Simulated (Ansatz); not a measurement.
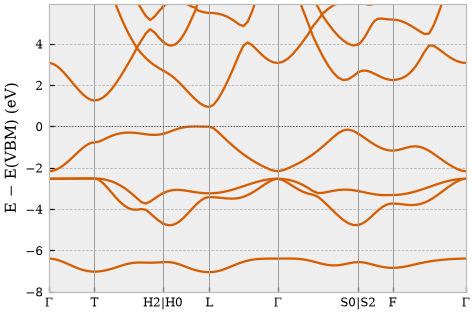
Figure: Band structure from DFT-PBE in the program Ansatz with PAW potentials

Question: Read off the gap and where the band edges lie.

Answer: About 0.9 eV (0.95 eV by a search for the band edges); maximum on the H0–L line, 68 % of the way from H0, minimum at L.

The material is SnO in space group R3m (No. 160; Sn on 3a, O on 3a).

A made-up cell: these elements were put on the sites of a structure type; neither database checked (COD, Materials Project) lists it. It is not the phase usual at ambient conditions (space group No. 129). The cell was relaxed with PBE under the symmetry of its start; whether a distortion lowers the energy is not shown. Scalar-relativistic: spin–orbit coupling is off unless named, which matters more the heavier the elements.

Potentials: the later of the program's two PAW sets.
